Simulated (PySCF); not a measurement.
# What a change does: NMR shielding calculation on C$_{3}$H$_{8}$AlNO

System: C$_{3}$H$_{8}$AlNO.
Method of run A: GIAO HF/pcSseg-1 NMR shielding, non-relativistic, gas phase (PySCF 2.14.0).

The geometry comes from this level: PBE0-D3(BJ)/def2-SVP. Text and figures count atoms from 1; the logs count them from 0 in places.

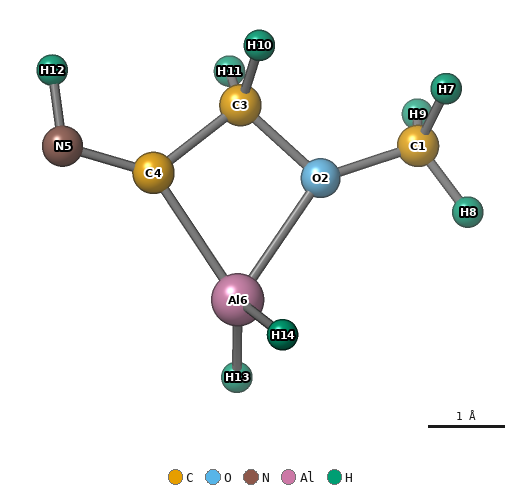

Fig. 1: The structure (ball-and-stick view, seen at a tilt; atoms are numbered from 1 in the order of the input). Sticks mark near contacts.

### Input file, run A
```
{"job": {"kind": "nmr", "xc": "HF", "basis": "pcSseg-1", "pop": false}, "charge": 0, "multiplicity": 1}
C     -2.376600    -1.249656     0.159303
O     -1.054729    -0.916711    -0.189664
C     -0.015763    -1.886076     0.018677
C      1.189392    -1.093561    -0.474046
N      2.394168    -1.493830    -0.519635
Al     0.132975     0.566860    -0.924341
H     -2.446664    -1.477584     1.235637
H     -3.008189    -0.382631    -0.070608
H     -2.723021    -2.118700    -0.423666
H      0.036732    -2.152617     1.090811
H     -0.226304    -2.794046    -0.576638
H      2.488869    -2.460982    -0.171060
H     -0.328099     0.824682    -2.431139
H      0.071441     1.763905     0.130959
```

The first line tells a small driver script what to run in PySCF; the rest is the geometry in Å.

Command:
```bash
OMP_NUM_THREADS=1 python <driver script> task.json out
```

Hardware: 1 CPU thread, shared host.

### Output (run A)
```
final grid: 110696 points
cycle   1  E = -489.2843217216  dE =  8.812e-01  |g| = 5.892e-01  |ddm| = 3.175e+00
cycle   2  E = -489.3725763079  dE = -8.825e-02  |g| = 3.097e-01  |ddm| = 7.008e-01
cycle   3  E = -489.3924990326  dE = -1.992e-02  |g| = 8.030e-02  |ddm| = 2.619e-01
cycle   4  E = -489.3946731110  dE = -2.174e-03  |g| = 2.647e-02  |ddm| = 1.081e-01
cycle   5  E = -489.3948777839  dE = -2.047e-04  |g| = 6.098e-03  |ddm| = 3.513e-02
cycle   6  E = -489.3949043342  dE = -2.655e-05  |g| = 3.762e-03  |ddm| = 1.398e-02
cycle   7  E = -489.3949109126  dE = -6.578e-06  |g| = 1.366e-03  |ddm| = 6.618e-03
cycle   8  E = -489.3949122238  dE = -1.311e-06  |g| = 3.701e-04  |ddm| = 2.988e-03
cycle   9  E = -489.3949123247  dE = -1.009e-07  |g| = 8.691e-05  |ddm| = 8.694e-04
cycle  10  E = -489.3949123306  dE = -5.911e-09  |g| = 2.760e-05  |ddm| = 2.347e-04
cycle  11  E = -489.3949123311  dE = -5.191e-10  |g| = 8.204e-06  |ddm| = 7.662e-05
converged SCF energy = -489.3949123311

GIAO shielding tensors (ppm)
atom      isotropic    diamagn.    paramagn.     s11        s22        s33       span
  0 C      137.387     237.980    -100.593    112.239    113.324    186.599     74.361
  1 O      344.651     410.210     -65.559    296.396    355.932    381.624     85.228
  2 C      111.968     246.346    -134.378     72.787    101.659    161.459     88.673
  3 C      -26.052     256.570    -282.622   -139.640    -58.044    119.530    259.170
  4 N     -125.857     320.447    -446.304   -465.278   -162.112    249.819    715.097
  5 Al     443.364     791.370    -348.006    410.239    454.060    465.792     55.553
  6 H       28.334      28.041       0.293     24.518     25.958     34.527     10.009
  7 H       27.890      28.070      -0.180     23.689     26.012     33.968     10.279
  8 H       28.327      27.360       0.967     24.500     25.940     34.541     10.041
  9 H       27.922      30.931      -3.009     24.591     26.647     32.529      7.938
 10 H       27.920      30.130      -2.210     24.567     26.652     32.539      7.972
 11 H       21.424      31.012      -9.588     12.589     24.515     27.167     14.578
 12 H       27.458      29.527      -2.069     24.684     26.002     31.687      7.004
 13 H       27.460      29.869      -2.410     24.684     26.025     31.670      6.986
```

Run B used a changed input.

### The two runs side by side

| quantity | run A | run B |
| --- | --- | --- |
| outcome | converged | converged |
| total energy (hartree) | −489.394912 | −491.284773 |
| HOMO (eV) | −9.68 | −5.07 |
| LUMO (eV) | 2.70 | −1.32 |
| dipole moment (D) | 6.35 | 5.74 |
| shielding of C1 (ppm) | 137.4 | 127.5 |
| shielding of O2 (ppm) | 344.7 | 310.5 |
| shielding of C3 (ppm) | 112.0 | 98.1 |
| shielding of C4 (ppm) | −26.1 | −19.0 |
| shielding of N5 (ppm) | −125.9 | −110.0 |
| shielding of Al6 (ppm) | 443.4 | 400.3 |
| shielding of H12 (ppm) | 21.4 | 20.0 |
| SCF iterations | 11 | 16 |
| basis functions | 149 | 149 |
| wall time (shared host) | 6.8 s | 19 s |

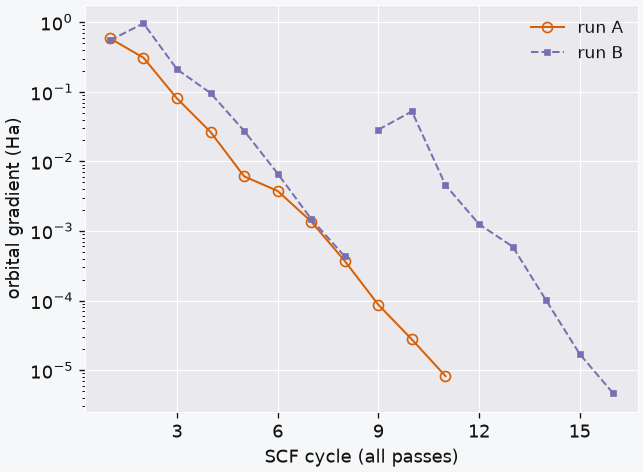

Fig. 2: Convergence of the two runs: orbital gradient against the SCF cycle. A break in a curve parts two SCF passes (coarse and final grid). Run A takes 11 cycles in all, and run B takes 16.

What was changed in the input?

The change (lines with − go, lines with + come):
```diff
-"xc": "HF"
+"xc": "OPBE"
```

The total energies belong to different methods, so their difference says nothing on which is more stable or more accurate. The HOMO goes from −9.68 to −5.07 eV. The LUMO goes from 2.70 to −1.32 eV. The dipole moment goes from 6.35 to 5.74 D. Of all shieldings, the largest change is that of Al6, by −43.1 ppm. The method changes from HF to OPBE. Exact exchange removes part of the self-interaction error of semilocal functionals, which pushes filled and empty levels apart. The SCF takes 16 iterations against 11.

### Output (run B)
```
coarse grid: 11992 points
cycle   1  E = -491.1751775646  dE =  4.339e-01  |g| = 5.492e-01  |ddm| = 3.311e+00
cycle   2  E = -491.0403923888  dE =  1.348e-01  |g| = 9.660e-01  |ddm| = 1.716e+00
cycle   3  E = -491.2360804681  dE = -1.957e-01  |g| = 2.109e-01  |ddm| = 1.121e+00
cycle   4  E = -491.2449486506  dE = -8.868e-03  |g| = 9.601e-02  |ddm| = 2.071e-01
cycle   5  E = -491.2470284401  dE = -2.080e-03  |g| = 2.750e-02  |ddm| = 8.936e-02
cycle   6  E = -491.2471691060  dE = -1.407e-04  |g| = 6.688e-03  |ddm| = 2.623e-02
cycle   7  E = -491.2471807766  dE = -1.167e-05  |g| = 1.483e-03  |ddm| = 9.466e-03
cycle   8  E = -491.2471813432  dE = -5.666e-07  |g| = 4.299e-04  |ddm| = 1.989e-03
final grid: 110696 points
cycle   9  E = -491.2846389096  dE = -7.060e-05  |g| = 2.861e-02  |ddm| = 4.927e-02
cycle  10  E = -491.2842971200  dE =  3.418e-04  |g| = 5.235e-02  |ddm| = 4.526e-02
cycle  11  E = -491.2847690606  dE = -4.719e-04  |g| = 4.569e-03  |ddm| = 3.207e-02
cycle  12  E = -491.2847728722  dE = -3.812e-06  |g| = 1.253e-03  |ddm| = 5.089e-03
cycle  13  E = -491.2847731506  dE = -2.784e-07  |g| = 5.966e-04  |ddm| = 1.227e-03
cycle  14  E = -491.2847732364  dE = -8.578e-08  |g| = 1.006e-04  |ddm| = 5.241e-04
cycle  15  E = -491.2847732389  dE = -2.441e-09  |g| = 1.702e-05  |ddm| = 1.145e-04
cycle  16  E = -491.2847732389  dE = -8.345e-11  |g| = 4.623e-06  |ddm| = 3.210e-05
converged SCF energy = -491.2847732389

GIAO shielding tensors (ppm)
atom      isotropic    diamagn.    paramagn.     s11        s22        s33       span
  0 C      127.457     241.940    -114.483     98.338    101.107    182.926     84.588
  1 O      310.500     405.712     -95.212    254.353    324.829    352.319     97.966
  2 C       98.102     250.343    -152.241     55.027     87.350    151.931     96.904
  3 C      -19.031     257.808    -276.839   -107.061    -56.322    106.291    213.352
  4 N     -110.037     318.088    -428.125   -435.849   -124.930    230.668    666.517
  5 Al     400.274     795.744    -395.470    360.483    391.339    449.000     88.517
  6 H       27.784      27.991      -0.207     24.270     25.448     33.634      9.364
  7 H       27.464      28.408      -0.944     23.793     25.517     33.083      9.290
  8 H       27.778      26.794       0.984     24.254     25.431     33.650      9.396
  9 H       27.057      31.035      -3.978     24.717     25.356     31.097      6.380
 10 H       27.063      29.816      -2.753     24.694     25.377     31.117      6.423
 11 H       19.996      30.552     -10.556     10.370     24.602     25.017     14.647
 12 H       26.440      29.213      -2.773     23.682     25.383     30.256      6.574
 13 H       26.440      29.642      -3.202     23.683     25.402     30.235      6.552
```
